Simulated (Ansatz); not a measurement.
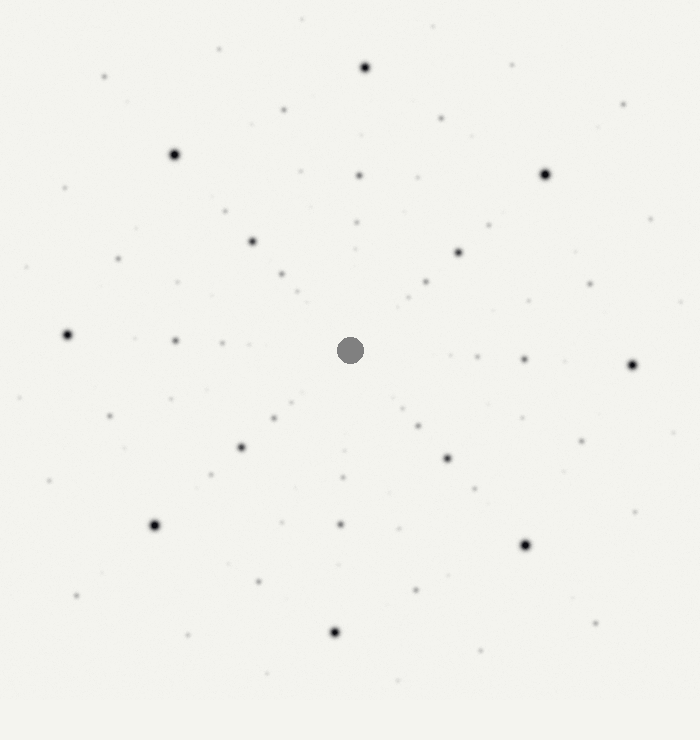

Simulated back-reflection Laue pattern (white X-rays, 0.45 to 2.2 Å, flat plate covering ±45° about the beam, kinematic intensities, seen from the source).

### What symmetry does the pattern show?

4mm: a fourfold axis with mirror lines.

The crystal is Cr, space group Im-3m (No. 229), a = 2.814 Å. Structure: the input geometry of an electronic-structure calculation (not necessarily at equilibrium).

### Which direction points towards the source?

[001] or one equivalent to it by a rotation of the Laue group. In Laue class m-3m no other family of directions with a member of indices 0 and ±1 has this symmetry.
